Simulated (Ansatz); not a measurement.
Run report: CH6ClNOSi, geometry relaxation (part 1 of 2)

CH6ClNOSi, SMILES N[SiH2]C(O)Cl, computed with RKS PBE-D4/def2-SVP (Ansatz 0.2.0).

The geometry: force-field start. Figures and captions count atoms from 1; the log counts them from 0 in places.

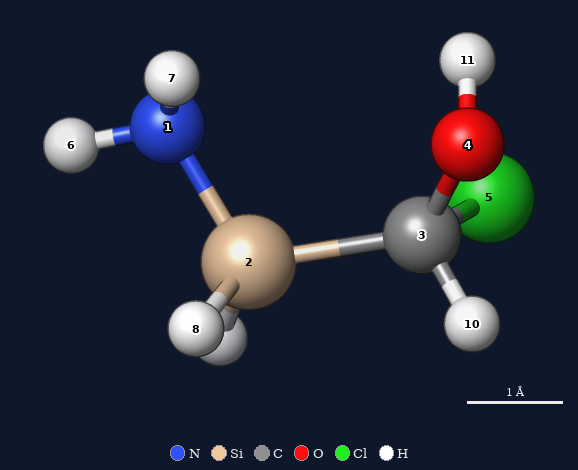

Figure 1. The structure as given in the input (ball-and-stick view, seen at a tilt; atoms are numbered from 1 in the order of the input).

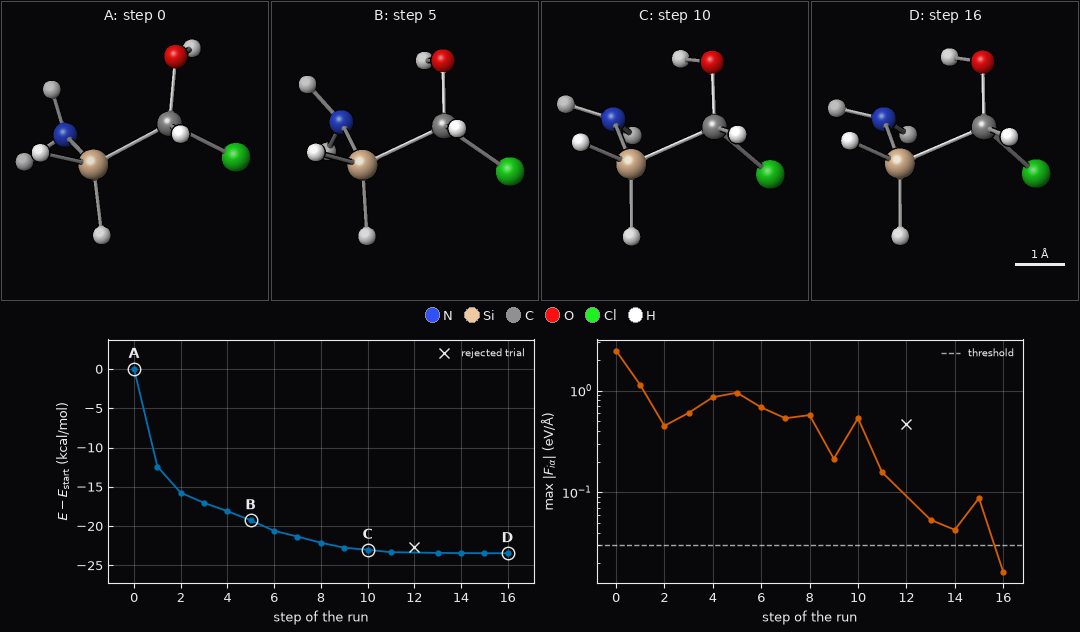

Figure 2. Frames of the relaxation (ball-and-stick view, seen at a tilt) above the curves, on which the letters mark them (the first geometry is step 0 here and step 1 in the log).

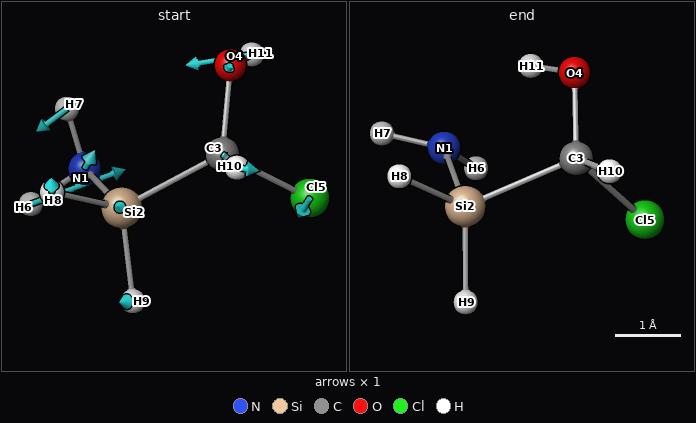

Figure 3. Before (left) and after (right) the relaxation, at one scale (ball-and-stick view, seen at a tilt). The teal arrows give the displacements, at true length. The largest move after the best rigid fit is that of H6, 1.65 Å. Largest moves by element: H 1.65 Å, Cl 0.53 Å, N 0.41 Å, Si 0.23 Å, O 0.20 Å, C 0.12 Å. Among the contacts that change: C3–Cl5 1.773 → 1.923 Å, N1–Si2 1.662 → 1.766 Å, Si2–C3 1.858 → 1.917 Å, O4–H11 1.043 → 0.997 Å. Among the angles that change: N1–Si2–C3 112.2° → 96.7°, Si2–C3–O4 120.6° → 109.3°, N1–Si2–H9 108.7° → 118.2°. The energy falls by 23.5 kcal/mol in 16 geometry steps. The largest force component goes from 2.5 to 0.017 eV/Å. The line search rejected the trial step at point 12 (counted from 0) and went back. (Atoms are counted from 1 in the order of the input.)

The input that produced these results follows, with the program's output.

The input:
```yaml
crystal:
  periodic: [false, false, false]
  atoms:
    - {symbol: N, position_ang: [-1.511600, -0.021100, -0.767700]}
    - {symbol: Si, position_ang: [0.144300, 0.085000, -0.870800]}
    - {symbol: C, position_ang: [0.952200, 0.078800, 0.802200]}
    - {symbol: O, position_ang: [0.540900, -0.821100, 1.787200]}
    - {symbol: Cl, position_ang: [0.842000, 1.699500, 1.513000]}
    - {symbol: H, position_ang: [-1.937900, 0.067800, -1.725100]}
    - {symbol: H, position_ang: [-1.806900, -0.877300, -0.394200]}
    - {symbol: H, position_ang: [0.545100, -1.100900, -1.657500]}
    - {symbol: H, position_ang: [0.492600, 1.291300, -1.646100]}
    - {symbol: H, position_ang: [2.054200, -0.130000, 0.722000]}
    - {symbol: H, position_ang: [-0.249600, -0.328900, 2.257700]}
basis:
  gaussian: {orbitals: def2-SVP}
hamiltonian: {xc: pbe, dispersion: d4}
relax: {f_tol: 0.03, max_steps: 200}
```

Launched with:
```bash
ansatz run in.yaml --threads 4 --pin off --events-out ev --progress --plain --max-ram 10444MiB
```

Log:
```
Functional definition: PBE
  name "PBE"
  cite "Perdew, Burke & Ernzerhof, Phys. Rev. Lett. 77, 3865 (1996) doi:10.1103/PhysRevLett.77.3865"
  parent pbe
  parameter kappa = 0.804
  parameter beta = 0.06672455060314922
  exchange = pbe_x(kappa = kappa, mu = beta*pi^2/3)
  correlation = pbe_c(beta = beta)
1212 factors; their error is unknown
mean field evaluation 1: about -25035.6549 eV, gradient 7.5e1 eV
mean field evaluation 2: about -24999.6435 eV, gradient 1.4e2 eV
mean field evaluation 4: about -25046.8036 eV, gradient 1.3e1 eV
mean field evaluation 8: about -25047.1150 eV, gradient 1.9e-1 eV
mean field evaluation 16: about -25047.0401 eV, gradient 2.5e-4 eV
mean field -25047.04007910 eV, -920.4617454135 hartree, gradient 4.2e-5 eV, S^2 0.000000; 0 other end points of the search recorded, 0 dependent functions left out
the calculation of the forces begins
reference -25047.04011533 eV, -920.4617467449 hartree; 29, 29 occupied and 79, 79 virtual orbitals, 1212 factors
relax step   1: F+E_penalty+E_count = -25047.29567508 eV  Δ(F+E_penalty+E_count) = +0.000e0 eV  max|allowed force component| = 2.473e0 eV/Å  Δτ_max = 0.0000 Å  (27 SCF iters, accepted)
these checks for a lower state are left out or cut short: starts, cluster_reference, orbital_swaps, neighbouring_geometries, increment
1212 factors; their error is unknown
mean field -25047.57929381 eV, -920.4815611885 hartree, gradient 2.4e-5 eV, S^2 0.000000; 0 other end points of the search recorded, 0 dependent functions left out
[... from here on the field's lines of each further geometry are left out, up to the last ...]
relax step   2: F+E_penalty+E_count = -25047.83426524 eV  Δ(F+E_penalty+E_count) = -5.386e-1 eV  max|allowed force component| = 1.135e0 eV/Å  Δτ_max = 0.1946 Å  (28 SCF iters, accepted)
relax step   3: F+E_penalty+E_count = -25047.97872061 eV  Δ(F+E_penalty+E_count) = -1.445e-1 eV  max|allowed force component| = 4.498e-1 eV/Å  Δτ_max = 0.1879 Å  (27 SCF iters, accepted)
relax step   4: F+E_penalty+E_count = -25048.03493927 eV  Δ(F+E_penalty+E_count) = -5.622e-2 eV  max|allowed force component| = 6.032e-1 eV/Å  Δτ_max = 0.1945 Å  (28 SCF iters, accepted)
relax step   5: F+E_penalty+E_count = -25048.08055862 eV  Δ(F+E_penalty+E_count) = -4.562e-2 eV  max|allowed force component| = 8.585e-1 eV/Å  Δτ_max = 0.1965 Å  (28 SCF iters, accepted)
relax step   6: F+E_penalty+E_count = -25048.13117244 eV  Δ(F+E_penalty+E_count) = -5.061e-2 eV  max|allowed force component| = 9.531e-1 eV/Å  Δτ_max = 0.1942 Å  (28 SCF iters, accepted)
relax step   7: F+E_penalty+E_count = -25048.18901014 eV  Δ(F+E_penalty+E_count) = -5.784e-2 eV  max|allowed force component| = 6.826e-1 eV/Å  Δτ_max = 0.1474 Å  (28 SCF iters, accepted)
relax step   8: F+E_penalty+E_count = -25048.22082587 eV  Δ(F+E_penalty+E_count) = -3.182e-2 eV  max|allowed force component| = 5.338e-1 eV/Å  Δτ_max = 0.1336 Å  (28 SCF iters, accepted)
relax step   9: F+E_penalty+E_count = -25048.25457190 eV  Δ(F+E_penalty+E_count) = -3.375e-2 eV  max|allowed force component| = 5.737e-1 eV/Å  Δτ_max = 0.1954 Å  (27 SCF iters, accepted)
relax step  10: F+E_penalty+E_count = -25048.28222051 eV  Δ(F+E_penalty+E_count) = -2.765e-2 eV  max|allowed force component| = 2.136e-1 eV/Å  Δτ_max = 0.1299 Å  (27 SCF iters, accepted)
relax step  11: F+E_penalty+E_count = -25048.29377622 eV  Δ(F+E_penalty+E_count) = -1.156e-2 eV  max|allowed force component| = 5.349e-1 eV/Å  Δτ_max = 0.1876 Å  (27 SCF iters, accepted)
relax step  12: F+E_penalty+E_count = -25048.30688586 eV  Δ(F+E_penalty+E_count) = -1.311e-2 eV  max|allowed force component| = 1.567e-1 eV/Å  Δτ_max = 0.0409 Å  (30 SCF iters, accepted)
relax step  13: F+E_penalty+E_count = -25048.27742370 eV  Δ(F+E_penalty+E_count) = +2.946e-2 eV  max|allowed force component| = 4.673e-1 eV/Å  Δτ_max = 0.0809 Å  (29 SCF iters, rejected (line search))
relax step  14: F+E_penalty+E_count = -25048.31086117 eV  Δ(F+E_penalty+E_count) = -3.975e-3 eV  max|allowed force component| = 5.356e-2 eV/Å  Δτ_max = 0.0384 Å  (30 SCF iters, accepted)
relax step  15: F+E_penalty+E_count = -25048.31206254 eV  Δ(F+E_penalty+E_count) = -1.201e-3 eV  max|allowed force component| = 4.269e-2 eV/Å  Δτ_max = 0.0349 Å  (30 SCF iters, accepted)
relax step  16: F+E_penalty+E_count = -25048.31242189 eV  Δ(F+E_penalty+E_count) = -3.593e-4 eV  max|allowed force component| = 8.747e-2 eV/Å  Δτ_max = 0.0585 Å  (29 SCF iters, accepted)
the calculation of the forces begins
reference -25048.04618972 eV, -920.4987192965 hartree; 29, 29 occupied and 79, 79 virtual orbitals, 1212 factors
relax step  17: F+E_penalty+E_count = -25048.31278675 eV  Δ(F+E_penalty+E_count) = -3.649e-4 eV  max|allowed force component| = 1.655e-2 eV/Å  Δτ_max = 0.0115 Å  (31 SCF iters, accepted)
1212 factors; their error is unknown
mean field -25048.04615467 eV, -920.4987180086 hartree, gradient 8.9e-6 eV, S^2 0.000000; 1 other end points of the search recorded, 0 dependent functions left out
the calculation of the forces begins
reference -25048.04618972 eV, -920.4987192965 hartree; 29, 29 occupied and 79, 79 virtual orbitals, 1212 factors
Total energy: -25048.31282180 eV, -920.5085178449 hartree
Atom 0 at    -1.373118    -0.243233    -0.458974 Å, force     0.012559     0.007596     0.007171 eV/Å
Atom 1 at     0.321732    -0.080292    -0.928999 Å, force     0.010355     0.002613     0.001211 eV/Å
Atom 2 at     1.022048     0.169454     0.838318 Å, force    -0.005571    -0.000771    -0.014542 eV/Å
Atom 3 at     0.394149    -0.683969     1.697451 Å, force    -0.009804    -0.004747     0.016550 eV/Å
Atom 4 at     0.542376     2.002245     1.166999 Å, force     0.000731     0.000247     0.001659 eV/Å
Atom 5 at    -1.849159     0.629356    -0.203237 Å, force    -0.003616    -0.001003    -0.002336 eV/Å
Atom 6 at    -1.987839    -0.823444    -1.035934 Å, force    -0.005559    -0.003637    -0.001908 eV/Å
Atom 7 at     0.705381    -1.414742    -1.510477 Å, force     0.000087    -0.000003    -0.002272 eV/Å
Atom 8 at     0.693721     1.025889    -1.873830 Å, force    -0.003196    -0.000638    -0.000377 eV/Å
Atom 9 at     2.113016     0.165003     1.018882 Å, force     0.003071     0.002144    -0.004238 eV/Å
Atom 10 at    -0.517005    -0.803168     1.310501 Å, force     0.000943    -0.001802    -0.000920 eV/Å
Dipole moment:    -0.325332    -0.262148    -0.463502 e Å
```

Trajectory as extended XYZ (Å, eV, eV/Å), 17 frames, from step=1 to step=17:
```
11
Properties=species:S:1:pos:R:3:forces:R:3 step=1 energy=-25047.29568
N    -1.5116   -0.0211   -0.7677   -2.4729   1.9856  -1.3877
Si    0.1443    0.0850   -0.8708    1.4516  -0.1607  -1.0900
C     0.9522    0.0788    0.8022    1.7225  -0.6663   1.0324
O     0.5409   -0.8211    1.7872   -2.4289   0.4766   1.1183
Cl    0.8420    1.6995    1.5130   -0.0066   1.6140   0.2691
H    -1.9379    0.0678   -1.7251    0.1536   0.0118   1.0312
H    -1.8069   -0.8773   -0.3942   -0.9329  -1.9378   0.9056
H     0.5451   -1.1009   -1.6575    0.8660  -0.5377  -0.2000
H     0.4926    1.2913   -1.6461    0.2701   0.4344  -0.1350
H     2.0542   -0.1300    0.7220   -0.2437   0.1543  -0.4157
H    -0.2496   -0.3289    2.2577    1.6213  -1.3742  -1.1283
11
Properties=species:S:1:pos:R:3:forces:R:3 step=2 energy=-25047.83427
N    -1.5438   -0.0089   -0.7238   -1.0974   0.3301  -0.4413
Si    0.1554    0.0505   -0.8840    1.0320  -0.0734  -0.6197
C     0.9892    0.1039    0.8148    0.4264  -0.6298   0.3591
O     0.5120   -0.8302    1.7558   -1.1348   0.6000   0.4113
Cl    0.8528    1.7809    1.4655    0.0482   0.6518   0.2351
H    -2.0179    0.1292   -1.6348    0.0068   0.0343   0.4627
H    -1.8804   -0.8846   -0.3354   -0.2898  -0.3914   0.2068
H     0.7156   -1.1493   -1.6231    0.1442  -0.0147   0.0735
H     0.5428    1.2857   -1.6334   -0.0145   0.0688  -0.1125
H     2.0814   -0.1043    0.6998   -0.1471   0.0710   0.0156
H    -0.3419   -0.4299    2.1193    1.0260  -0.6467  -0.5907
11
Properties=species:S:1:pos:R:3:forces:R:3 step=3 energy=-25047.97872
N    -1.5413   -0.0246   -0.6756   -0.2443  -0.1399  -0.2673
Si    0.1892    0.0395   -0.9128    0.3285   0.0280  -0.0493
C     1.0123    0.1213    0.8225   -0.0706  -0.4292   0.1385
O     0.4740   -0.8174    1.7288   -0.2827   0.4498  -0.0398
Cl    0.8915    1.8260    1.4792    0.0237   0.1870   0.0618
H    -2.0886    0.2019   -1.5227    0.0950  -0.0079   0.3484
H    -1.8922   -0.9186   -0.3056   -0.0005   0.1038  -0.0593
H     0.8130   -1.1727   -1.5946   -0.0889   0.0935   0.0716
H     0.5365    1.2693   -1.7081   -0.0971  -0.0713  -0.0105
H     2.1006   -0.0937    0.7460   -0.0555  -0.0067   0.0576
H    -0.4296   -0.4878    1.9636    0.3924  -0.2070  -0.2518
11
Properties=species:S:1:pos:R:3:forces:R:3 step=4 energy=-25048.03494
N    -1.5158   -0.0657   -0.6202   -0.1555  -0.1969  -0.3345
Si    0.2199    0.0352   -0.9137   -0.0152   0.0581   0.0781
C     1.0363    0.1302    0.8302   -0.1967  -0.3139   0.1558
O     0.4347   -0.7768    1.7224   -0.4395   0.4678  -0.1686
Cl    0.9368    1.8641    1.4602    0.0338   0.0461  -0.0158
H    -2.1177    0.2910   -1.3883    0.2956  -0.1620   0.4995
H    -1.8651   -0.9968   -0.3380    0.0623   0.2883  -0.1656
H     0.8403   -1.1798   -1.5814   -0.0798   0.0559   0.0264
H     0.4969    1.2580   -1.7468   -0.0569  -0.0764   0.0405
H     2.1198   -0.1107    0.8037   -0.0512   0.0007   0.0463
H    -0.5206   -0.5056    1.7927    0.6032  -0.1678  -0.1621
```
